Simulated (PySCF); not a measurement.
# C₄H₅FO₂: a tour of settings

Aim: see how C₄H₅FO₂ (`CCOC(F)=C=O`) answers to the choice of functional, basis, grid and SCF options, and what happens with inputs that are wrong on purpose.

The runs use PySCF 2.14.0, with density-fitted response routines of our own; the level of theory stands in each step. All values are computed, except where a source is named. Atoms are numbered from 0 throughout.

## 1. The starting structure

12 atoms, charge 0, multiplicity 1; geometry from: GFN2-xTB.

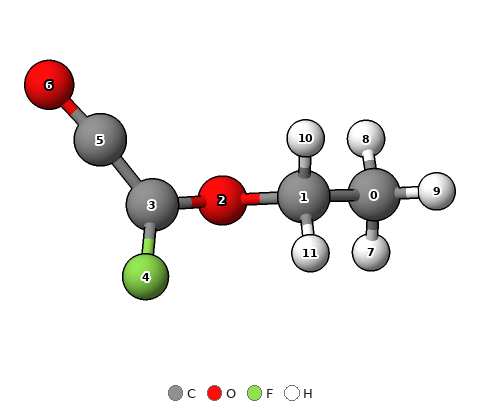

As it starts; carbon grey, oxygen red, fluorine green, hydrogen white, atoms numbered; sticks join atoms by distance.

## 2. Shielding tensors: PBE0/6-311+G(2d,p)

What the job is given:

```
{"job": {"kind": "nmr", "xc": "PBE0", "basis": "6-311+G(2d,p)", "pop": false, "scf": {"aux": "def2-qzvpp-jkfit"}}, "charge": 0, "multiplicity": 1}
C     -1.920092    -0.074382     0.079424
C     -0.524907     0.451364     0.357824
O      0.346624    -0.060046    -0.667182
C      1.627064     0.338249    -0.594427
F      1.854895     1.684723    -0.739796
C      2.607797    -0.428088    -0.172448
O      3.462139    -1.199430     0.007935
H     -2.256202     0.261468    -0.897434
H     -1.917157    -1.160659     0.089902
H     -2.605050     0.290478     0.839325
H     -0.165569     0.113211     1.338494
H     -0.508344     1.547146     0.332356
```

With the program's defaults for keys left out, this is: GIAO PBE0/6-311+G(2d,p) NMR shielding, non-relativistic, gas phase.

Launch:

```
$ OMP_NUM_THREADS=1 python probes_run.py task.json out
```

This one command runs all jobs of the session in turn.

Standard output:

```text
final grid: 105712 points
cycle   1  E = -405.1832867052  dE =  1.172e+00  |g| = 9.046e-01  |ddm| = 3.904e+00
cycle   2  E = -404.6850478511  dE =  4.982e-01  |g| = 1.882e+00  |ddm| = 1.829e+00
cycle   3  E = -405.3141853793  dE = -6.291e-01  |g| = 2.863e-01  |ddm| = 1.233e+00
cycle   4  E = -405.3285747629  dE = -1.439e-02  |g| = 1.031e-01  |ddm| = 3.183e-01
cycle   5  E = -405.3303675294  dE = -1.793e-03  |g| = 2.664e-02  |ddm| = 1.238e-01
cycle   6  E = -405.3304981693  dE = -1.306e-04  |g| = 9.396e-03  |ddm| = 2.719e-02
cycle   7  E = -405.3305150513  dE = -1.688e-05  |g| = 2.674e-03  |ddm| = 8.530e-03
cycle   8  E = -405.3305162853  dE = -1.234e-06  |g| = 6.001e-04  |ddm| = 2.132e-03
cycle   9  E = -405.3305163544  dE = -6.908e-08  |g| = 2.161e-04  |ddm| = 8.750e-04
cycle  10  E = -405.3305163630  dE = -8.619e-09  |g| = 8.869e-05  |ddm| = 2.478e-04
cycle  11  E = -405.3305163648  dE = -1.829e-09  |g| = 1.890e-05  |ddm| = 1.154e-04
cycle  12  E = -405.3305163649  dE = -8.731e-11  |g| = 7.078e-06  |ddm| = 4.603e-05
converged SCF energy = -405.3305163649

GIAO shielding tensors (ppm)
atom      isotropic    diamagn.    paramagn.     s11        s22        s33       span
  0 C      172.119     246.507     -74.387    156.726    171.938    187.694     30.968
  1 C      114.715     244.431    -129.716     70.897    104.403    168.845     97.948
  2 O      229.226     387.047    -157.821    140.068    212.497    335.113    195.045
  3 C       20.801     244.824    -224.023   -106.092     78.981     89.514    195.607
  4 F      389.469     473.222     -83.753    207.594    274.020    686.794    479.200
  5 C      -91.643     263.867    -355.511   -220.218    -57.083      2.372    222.590
  6 O     -324.883     385.031    -709.914   -964.235   -244.445    234.031   1198.266
  7 H       30.340      30.517      -0.177     26.683     28.773     35.563      8.880
  8 H       30.401      30.763      -0.362     26.935     28.343     35.924      8.989
  9 H       30.739      30.189       0.549     27.112     28.048     37.055      9.943
 10 H       28.078      31.424      -3.346     24.318     27.940     31.975      7.657
 11 H       27.079      30.657      -3.577     22.224     28.643     30.372      8.148
```

It took 16 s on 1 thread of AMD EPYC 9R14, shared host; peak memory 0.75 GiB.

The references, computed at this level on geometries of the same kind, shield at (ppm): ¹H TMS 31.98, ¹³C TMS 188.9, ¹⁹F CFCl3 168.6, ¹⁷O H2O 327.8. Their shielding less the atom's gives the shift. The references are single molecules in the gas phase, so shifts against H2O, NH3, PH3, H3PO4 or CFCl3 are not on the usual liquid scales and can be off by tens of ppm. Atoms listed in one row are averaged.

```tsv
atoms	environment	σ (ppm)	δ (ppm)
C5	central carbon of a ketene	-91.6	280.6
C3	terminal carbon of a ketene bonded to F	20.8	168.1
C1	sp3 CH2 bonded to O	114.7	74.2
C0	methyl carbon	172.1	16.8
H10, H11	hydrogen on an sp3 CH2 bonded to O	27.58	4.40
H7, H8, H9	hydrogen on a methyl carbon	30.49	1.48
O6	carbonyl oxygen	-324.9	652.7
O2	ether oxygen	229.2	98.6
F4	vinylic fluorine	389.5	-220.9
```

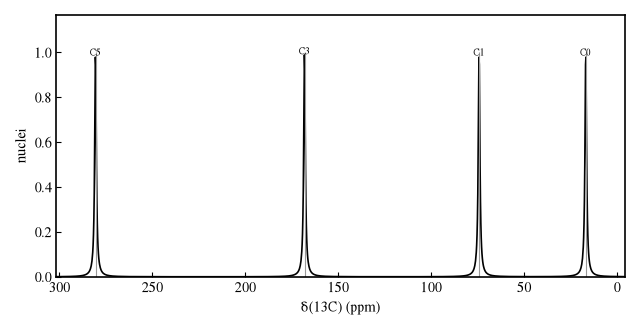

¹³C lines at the computed shifts, without couplings. Lines are broadened to a width of 1 ppm (Lorentzian).

## 3. Spin-spin couplings: PBE0/def2-SVP

Same as in step 2 but for these lines:

```diff
@@ -1,2 +1,2 @@
-{"job": {"kind": "nmr", "xc": "PBE0", "basis": "6-311+G(2d,p)", "pop": false, "scf": {"aux": "def2-qzvpp-jkfit"}}, "charge": 0, "multiplicity": 1}
+{"job": {"kind": "j", "xc": "PBE0", "basis": "def2-SVP"}, "charge": 0, "multiplicity": 1}
 C     -1.920092    -0.074382     0.079424
```

Method: PBE0/def2-SVP indirect spin-spin coupling, non-relativistic, gas phase.

Standard output:

```text
coarse grid: 10704 points
cycle   1  E = -404.6805903422  dE =  1.113e+00  |g| = 8.873e-01  |ddm| = 3.789e+00
cycle   2  E = -404.1874779816  dE =  4.931e-01  |g| = 1.835e+00  |ddm| = 2.239e+00
cycle   3  E = -404.8124913153  dE = -6.250e-01  |g| = 2.906e-01  |ddm| = 1.595e+00
cycle   4  E = -404.8287048670  dE = -1.621e-02  |g| = 9.091e-02  |ddm| = 3.332e-01
cycle   5  E = -404.8302344032  dE = -1.530e-03  |g| = 2.379e-02  |ddm| = 9.240e-02
cycle   6  E = -404.8303444975  dE = -1.101e-04  |g| = 8.203e-03  |ddm| = 2.625e-02
cycle   7  E = -404.8303584585  dE = -1.396e-05  |g| = 2.171e-03  |ddm| = 8.375e-03
cycle   8  E = -404.8303593618  dE = -9.033e-07  |g| = 5.061e-04  |ddm| = 2.112e-03
final grid: 105712 points
cycle   9  E = -404.9003361384  dE = -8.521e-06  |g| = 1.364e-02  |ddm| = 2.711e-02
cycle  10  E = -404.9002473414  dE =  8.880e-05  |g| = 2.543e-02  |ddm| = 2.891e-02
cycle  11  E = -404.9003702492  dE = -1.229e-04  |g| = 3.675e-03  |ddm| = 2.035e-02
cycle  12  E = -404.9003730315  dE = -2.782e-06  |g| = 3.752e-04  |ddm| = 3.043e-03
cycle  13  E = -404.9003730574  dE = -2.591e-08  |g| = 1.590e-04  |ddm| = 5.192e-04
cycle  14  E = -404.9003730631  dE = -5.700e-09  |g| = 3.138e-05  |ddm| = 1.825e-04
cycle  15  E = -404.9003730633  dE = -1.595e-10  |g| = 1.426e-05  |ddm| = 3.681e-05
converged SCF energy = -404.9003730633

Indirect spin-spin couplings (Hz)
  i      j    bonds     total        FC       PSO       DSO        SD
  0 C    1 C    1     92.415    92.868    -0.654     0.201         -
  0 C    2 O    2    -14.400   -14.422     0.042    -0.019         -
  0 C    3 C    3      8.231     8.284     0.022    -0.074         -
  0 C    4 F    4     -0.271    -0.259     0.202    -0.212    -0.002
  0 C    5 C    4     -0.283    -0.242     0.002    -0.042         -
  0 C    7 H    1    169.877   168.389     0.818     0.671         -
  0 C    8 H    1    169.418   167.920     0.826     0.672         -
  0 C    9 H    1    166.650   165.084     0.928     0.639         -
  0 C   10 H    2     -5.426    -5.343     0.106    -0.189         -
  0 C   11 H    2     -5.392    -5.311     0.099    -0.180         -
  1 C    2 O    1     26.911    28.307    -1.247    -0.148         -
  1 C    3 C    2    -10.345   -10.067    -0.291     0.012         -
  1 C    4 F    3     -4.514    -4.170    -0.406    -0.002     0.063
  1 C    5 C    3      5.014     4.975     0.061    -0.022         -
  1 C    6 O    4     -2.222    -2.297     0.040     0.035         -
  1 C    7 H    2     -9.431    -9.337     0.025    -0.119         -
  1 C    8 H    2     -9.463    -9.351     0.008    -0.120         -
  1 C    9 H    2     -0.904    -0.986     0.198    -0.116         -
  1 C   10 H    1    185.842   184.991    -0.154     1.005         -
  1 C   11 H    1    189.550   188.712    -0.177     1.015         -
  2 O    3 C    1     29.623    26.616     3.197    -0.190         -
  2 O    4 F    2    -62.301   -31.895   -19.589     0.063   -10.881
  2 O    5 C    2    -12.216   -12.397     0.188    -0.007         -
  2 O    7 H    3     -2.767    -2.614    -0.078    -0.075         -
  2 O    8 H    3     -2.331    -2.225    -0.029    -0.077         -
  2 O    9 H    3    -17.045   -17.127    -0.140     0.222         -
  2 O   10 H    2     -2.516    -2.132    -0.433     0.049         -
  2 O   11 H    2     -2.322    -1.904    -0.463     0.045         -
  3 C    4 F    1   -374.754  -407.783    23.279     1.147     8.603
  3 C    5 C    1    377.411   386.062    -9.042     0.391         -
  3 C    6 O    2      4.611    -5.530    10.065     0.075         -
  3 C    7 H    4     -0.336    -0.225     0.119    -0.231         -
  3 C    8 H    4     -0.556    -0.455     0.133    -0.234         -
  3 C    9 H    4      1.671     1.794     0.191    -0.314         -
  3 C   10 H    3      0.396     0.391    -0.122     0.127         -
  3 C   11 H    3      2.246     2.384    -0.240     0.102         -
  4 F    5 C    2    148.681   131.783     6.383    -0.003    10.518
  4 F    6 O    3    -42.694   -11.440   -20.730     0.207   -10.731
  4 F    8 H    5      1.250     1.042     1.238    -1.082     0.052
  4 F   10 H    4      6.417     5.938     1.843    -0.555    -0.809
  4 F   11 H    4      2.807     1.867     0.019     1.124    -0.203
  5 C    6 O    1     11.199   -11.255    22.511    -0.057         -
  5 C   10 H    4     -0.196    -0.235    -0.137     0.176         -
  6 O    7 H    6      0.178     0.021     0.039     0.118         -
  7 H    8 H    2    -12.554   -12.046     2.069    -2.577         -
  7 H    9 H    2    -13.305   -12.719     2.167    -2.752         -
  7 H   10 H    3      9.301    10.234     1.891    -2.824         -
  7 H   11 H    3      3.297     3.357     0.296    -0.356         -
  8 H    9 H    2    -13.150   -12.564     2.169    -2.755         -
  8 H   10 H    3      3.252     3.338     0.322    -0.408         -
  8 H   11 H    3      9.398    10.323     1.881    -2.806         -
  9 H   10 H    3      1.193     1.279     0.354    -0.440         -
  9 H   11 H    3      1.178     1.250     0.349    -0.421         -
 10 H   11 H    2     -9.455    -9.094     1.503    -1.864         -
```

Run time: 8 s. Hardware: 1 thread of AMD EPYC 9R14, shared host; peak memory 0.65 GiB.

This basis has no tight s functions, so the Fermi-contact terms are rough.

Beyond four bonds or across contacts, the largest of 1 Hz or more: F4–H8 1.2 Hz.

A choice of the couplings up to four bonds, sorted by the number of bonds, with means over like pairs; isotopes 13C, 19F, 1H, 17O:

```tsv
pair	bonds	J (Hz)	Fermi contact (Hz)	dihedral (°)
C3–C5	1	377.4	386.1	–
C3–F4	1	-374.8	-407.8	–
C1–H10	1	187.7	186.9	–
C0–H7	1	168.6	167.1	–
C0–C1	1	92.4	92.9	–
O2–C3	1	29.6	26.6	–
C1–O2	1	26.9	28.3	–
C5–O6	1	11.2	-11.3	–
F4–C5	2	148.7	131.8	–
O2–F4	2	-62.3	-31.9	–
C0–O2	2	-14.4	-14.4	–
H7–H8	2	-13.0	-12.4	–
O2–C5	2	-12.2	-12.4	–
C1–C3	2	-10.3	-10.1	–
H10–H11	2	-9.5	-9.1	–
C1–H7	2	-6.6	-6.6	–
C0–H10	2	-5.4	-5.3	–
F4–O6	3	-42.7	-11.4	–
C0–C3	3	8.2	8.3	178
O2–H7	3	-7.4	-7.3	–
C1–C5	3	5.0	5.0	105
H7–H10	3	4.6	5.0	–
C1–F4	3	-4.5	-4.2	-63
C3–H10	3	1.3	1.4	-61
F4–H10	4	4.6	3.9	–
C1–O6	4	-2.2	-2.3	–
```

Means hide unlike values in this fixed geometry: C1–H7 from -9.5 to -0.9 Hz; O2–H7 from -17.0 to -2.3 Hz; H7–H10 from 1.2 to 9.4 Hz. They hold only if the pairs exchange fast.

The spin-dipole term was solved for some atoms only; pairs without it lack that part.

The response was solved for the nuclei of C, F, H alone, so couplings that need other nuclei can be missing.

Quadrupole couplings from the field gradients of the same density:

```tsv
atom	isotope	eQq/h (MHz)	η
O2	17O	-10.9	0.81
O6	17O	8.608	0.47
```

Shifts (PBE0/6-311+G(2d,p), unscaled) and these couplings together give the proton spectrum at 400 MHz below.

¹H NMR δ 4.40 (dq, J = 4.6, 4.6 Hz, 2H), 1.48 (t, J = 4.6 Hz, 3H). The letters are first-order; like nuclei with unlike couplings give more lines.

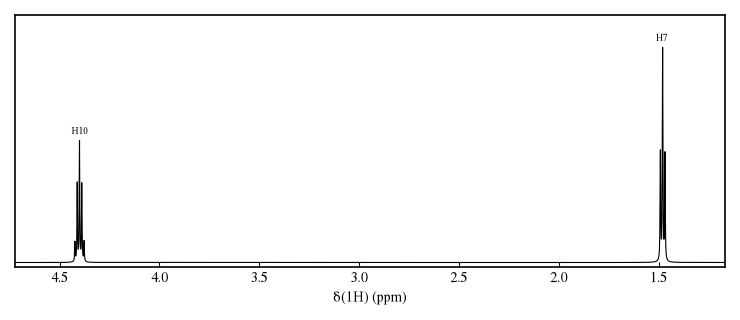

Simulated proton spectrum at 400 MHz, by exact diagonalisation of each spin system; lines 1.2 Hz wide, exchangeable protons uncoupled.

## 4. TDDFT and polarisability: PBE0/pcX-1

Same as in step 3 but for these lines:

```diff
@@ -1,2 +1,2 @@
-{"job": {"kind": "j", "xc": "PBE0", "basis": "def2-SVP"}, "charge": 0, "multiplicity": 1}
+{"job": {"kind": "uv", "xc": "PBE0", "basis": "pcX-1", "nstates": 25, "ntriplets": 0, "tda": false, "scf": {"guess": "random", "max_cycle": 60}}, "charge": 0, "multiplicity": 1}
 C     -1.920092    -0.074382     0.079424
```

With the program's defaults for keys left out, this is: PBE0/pcX-1.

Standard output:

```text
KeyError: 'Element h (Z=1) not found in basis pcX-1 version 1'
```

Run time: 0.01 s. Hardware: 1 thread of AMD EPYC 9R14, shared host.

Diagnosis: The basis pcX-1 has no functions for an element of the molecule, so the input was refused before any integral. Cure: choose a basis that covers all elements.

## 5. NMR shieldings: PBE0/pcseg-1

Same as in step 4 but for these lines:

```diff
@@ -1,2 +1,2 @@
-{"job": {"kind": "uv", "xc": "PBE0", "basis": "pcX-1", "nstates": 25, "ntriplets": 0, "tda": false, "scf": {"guess": "random", "max_cycle": 60}}, "charge": 0, "multiplicity": 1}
+{"job": {"kind": "nmr", "xc": "PBE0", "basis": "pcseg-1", "pop": false}, "charge": 0, "multiplicity": 1}
 C     -1.920092    -0.074382     0.079424
```

Level: GIAO PBE0/pcseg-1 NMR shielding, non-relativistic, gas phase.

Standard output:

```text
coarse grid: 10704 points
cycle   1  E = -404.9222878823  dE =  1.153e+00  |g| = 8.085e-01  |ddm| = 3.584e+00
cycle   2  E = -404.4973898351  dE =  4.249e-01  |g| = 1.705e+00  |ddm| = 1.854e+00
cycle   3  E = -405.0354339585  dE = -5.380e-01  |g| = 2.540e-01  |ddm| = 1.374e+00
cycle   4  E = -405.0475429857  dE = -1.211e-02  |g| = 8.531e-02  |ddm| = 2.871e-01
cycle   5  E = -405.0488741076  dE = -1.331e-03  |g| = 2.218e-02  |ddm| = 8.112e-02
cycle   6  E = -405.0489692530  dE = -9.515e-05  |g| = 7.333e-03  |ddm| = 2.233e-02
cycle   7  E = -405.0489800640  dE = -1.081e-05  |g| = 2.120e-03  |ddm| = 7.018e-03
cycle   8  E = -405.0489808993  dE = -8.353e-07  |g| = 4.383e-04  |ddm| = 1.807e-03
final grid: 105712 points
cycle   9  E = -405.1191693412  dE = -6.513e-06  |g| = 1.364e-02  |ddm| = 2.178e-02
cycle  10  E = -405.1190786950  dE =  9.065e-05  |g| = 2.574e-02  |ddm| = 2.772e-02
cycle  11  E = -405.1192034469  dE = -1.248e-04  |g| = 3.626e-03  |ddm| = 1.959e-02
cycle  12  E = -405.1192061345  dE = -2.688e-06  |g| = 3.905e-04  |ddm| = 2.900e-03
cycle  13  E = -405.1192061629  dE = -2.836e-08  |g| = 1.598e-04  |ddm| = 5.037e-04
cycle  14  E = -405.1192061685  dE = -5.602e-09  |g| = 3.297e-05  |ddm| = 1.664e-04
cycle  15  E = -405.1192061686  dE = -1.703e-10  |g| = 1.426e-05  |ddm| = 3.296e-05
converged SCF energy = -405.1192061686

GIAO shielding tensors (ppm)
atom      isotropic    diamagn.    paramagn.     s11        s22        s33       span
  0 C      177.998     247.009     -69.011    161.357    177.863    194.775     33.418
  1 C      120.572     246.898    -126.326     75.698    110.327    175.690     99.992
  2 O      242.828     398.642    -155.815    150.503    229.677    348.304    197.801
  3 C       28.391     247.635    -219.245    -99.852     87.181     97.843    197.695
  4 F      400.285     473.083     -72.798    215.463    284.465    700.928    485.465
  5 C      -85.452     263.706    -349.157   -232.716    -43.668     20.029    252.745
  6 O     -314.028     398.105    -712.133   -967.051   -225.017    249.984   1217.035
  7 H       30.004      29.051       0.953     26.114     28.403     35.494      9.381
  8 H       30.064      29.725       0.339     26.420     27.948     35.824      9.404
  9 H       30.551      28.218       2.332     26.737     27.774     37.141     10.404
 10 H       28.131      31.460      -3.329     24.415     27.852     32.126      7.711
 11 H       27.046      30.614      -3.568     22.225     28.459     30.455      8.230
```

Run time: 6.2 s. Hardware: 1 thread of AMD EPYC 9R14, shared host; peak memory 0.6 GiB.

This run: δ C5 282.4, C3 168.6, C1 76.4, C0 19.0, H10 4.28, H7 1.67 ppm (means over like atoms).

## 6. Nuclear shieldings: PBE0/pcSseg-0

Same as in step 5 but for these lines:

```diff
@@ -1,2 +1,2 @@
-{"job": {"kind": "nmr", "xc": "PBE0", "basis": "pcseg-1", "pop": false}, "charge": 0, "multiplicity": 1}
+{"job": {"kind": "nmr", "xc": "PBE0", "basis": "pcSseg-0", "pop": false}, "charge": 0, "multiplicity": 1}
 C     -1.920092    -0.074382     0.079424
```

Level: GIAO PBE0/pcSseg-0 NMR shielding, non-relativistic, gas phase.

Standard output:

```text
coarse grid: 10704 points
cycle   1  E = -404.1797943078  dE =  1.173e+00  |g| = 8.382e-01  |ddm| = 3.710e+00
cycle   2  E = -403.6570265167  dE =  5.228e-01  |g| = 1.874e+00  |ddm| = 2.411e+00
cycle   3  E = -404.3069298663  dE = -6.499e-01  |g| = 3.028e-01  |ddm| = 1.557e+00
cycle   4  E = -404.3247009962  dE = -1.777e-02  |g| = 6.357e-02  |ddm| = 3.396e-01
cycle   5  E = -404.3253730568  dE = -6.721e-04  |g| = 2.428e-02  |ddm| = 7.087e-02
cycle   6  E = -404.3254861168  dE = -1.131e-04  |g| = 5.853e-03  |ddm| = 2.498e-02
cycle   7  E = -404.3254936800  dE = -7.563e-06  |g| = 1.905e-03  |ddm| = 7.266e-03
final grid: 105712 points
cycle   8  E = -404.2494231781  dE = -1.597e-05  |g| = 8.289e-03  |ddm| = 2.024e-02
cycle   9  E = -404.2493892370  dE =  3.394e-05  |g| = 1.574e-02  |ddm| = 1.828e-02
cycle  10  E = -404.2494354455  dE = -4.621e-05  |g| = 2.333e-03  |ddm| = 1.278e-02
cycle  11  E = -404.2494365071  dE = -1.062e-06  |g| = 3.174e-04  |ddm| = 1.962e-03
cycle  12  E = -404.2494365249  dE = -1.776e-08  |g| = 1.058e-04  |ddm| = 4.295e-04
cycle  13  E = -404.2494365276  dE = -2.697e-09  |g| = 2.377e-05  |ddm| = 1.567e-04
cycle  14  E = -404.2494365278  dE = -1.650e-10  |g| = 7.317e-06  |ddm| = 3.771e-05
converged SCF energy = -404.2494365278

GIAO shielding tensors (ppm)
atom      isotropic    diamagn.    paramagn.     s11        s22        s33       span
  0 C      176.333     246.816     -70.483    158.561    177.310    193.129     34.568
  1 C      117.983     246.539    -128.556     70.161    104.784    179.005    108.844
  2 O      251.329     401.174    -149.845    128.630    252.887    372.470    243.840
  3 C       17.119     247.535    -230.416   -104.246     73.832     81.772    186.018
  4 F      416.101     464.644     -48.543    179.181    308.403    760.719    581.537
  5 C     -112.421     262.882    -375.304   -266.243    -72.845      1.824    268.066
  6 O     -449.778     401.970    -851.748  -1263.611   -316.705    230.980   1494.591
  7 H       31.081      28.781       2.300     26.976     29.685     36.581      9.605
  8 H       31.125      28.921       2.204     27.209     29.124     37.042      9.833
  9 H       31.934      29.064       2.869     27.779     29.299     38.722     10.943
 10 H       29.382      30.285      -0.902     25.586     28.873     33.687      8.101
 11 H       28.314      30.040      -1.726     23.300     29.565     32.078      8.778
```

Wall time 3.1 s (1 thread of AMD EPYC 9R14, shared host).

This run: δ C5 308.2, C3 178.7, C1 77.8, C0 19.5, H10 4.44, H7 1.91 ppm (means over like atoms).

## 7. Side by side: NMR shifts

Shifts (ppm) of some atoms, chosen among heavy atoms and hydrogens apart, means over like atoms, with basis size and wall time:

```tsv
run	C5	C3	H10	H7	O6	O2	F4	functions	time
PBE0/6-311+G(2d,p)	280.6	168.1	4.40	1.48	652.7	98.6	-220.9	219	16 s
PBE0/pcseg-1	282.4	168.6	4.28	1.67	653.6	96.7	-218.6	123	6.2 s
PBE0/pcSseg-0	308.2	178.7	4.44	1.91	790.4	89.3	-244.3	73	3.1 s
```

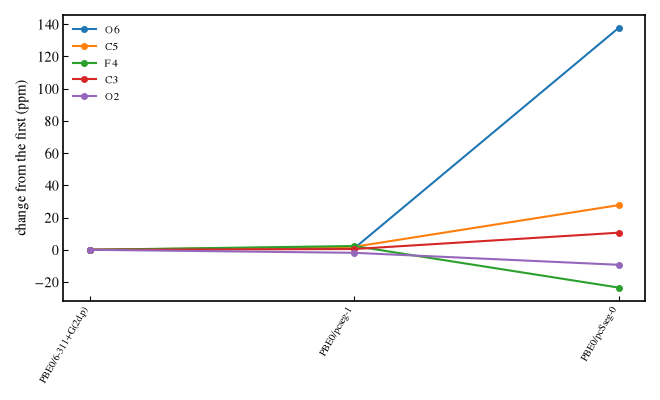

How five of the tabulated atoms move from run to run.

## 8. Summary of results

```
                                                                   quantity                                            value
                                ¹³C shifts against TMS (PBE0/6-311+G(2d,p))                     280.6, 168.1, 74.2, 16.8 ppm
¹H shifts against TMS (PBE0/6-311+G(2d,p), means over atoms taken as alike)                                   4.40, 1.48 ppm
                                ¹⁷O shifts against H2O (PBE0/6-311+G(2d,p))                                  652.7, 98.6 ppm
                              ¹⁹F shifts against CFCl3 (PBE0/6-311+G(2d,p))                                       -220.9 ppm
                              largest coupling of the table (PBE0/def2-SVP)                          ¹J(C,C) C3–C5, 377.4 Hz
                                                   range of the shift of O6                               652.7 to 790.4 ppm
                                              property runs in this session  5, of which 1 failed and 0 gave unsound results
```

Single values in the summary come from the first sound run of each kind (PBE0/6-311+G(2d,p); PBE0/def2-SVP), which need not be the best level. At PBE0/6-311+G(2d,p): The largest span, 1198 ppm, is at O6, where the paramagnetic term is -710 ppm. In the run at PBE0/def2-SVP, the largest coupling of the table is C3–C5, 377.4 Hz, of which the Fermi-contact term gives 386.1 Hz. Couplings across rotatable bonds belong to this one conformer; where others are populated, the observed values are averages. Across the 3 runs the shift of O6 moves most, between 652.7 (PBE0/6-311+G(2d,p)) and 790.4 ppm (PBE0/pcSseg-0). Couplings from bases without tight functions are rough.
